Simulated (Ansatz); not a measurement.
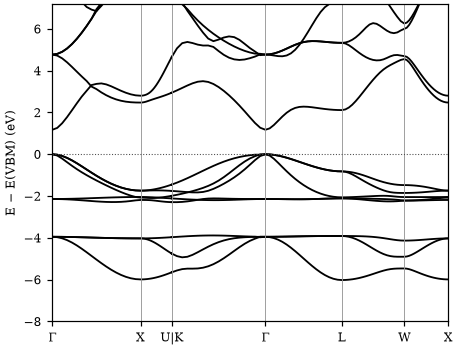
Band structure from PBEsol in the plane-wave PAW code Ansatz

Question: Read off the gap and where the band edges lie.

Answer: About 1.2 eV (1.17 eV by a search for the band edges); maximum at Γ, minimum at Γ.

The material is CuI (zinc blende, space group No. 216).

Space group F-43m (zinc blende). The PBEsol relaxation kept the symmetry of its start. No spin polarisation was allowed. Scalar-relativistic: spin–orbit coupling is off unless named, which matters more the heavier the elements.

Potentials: the later of the program's two PAW sets.
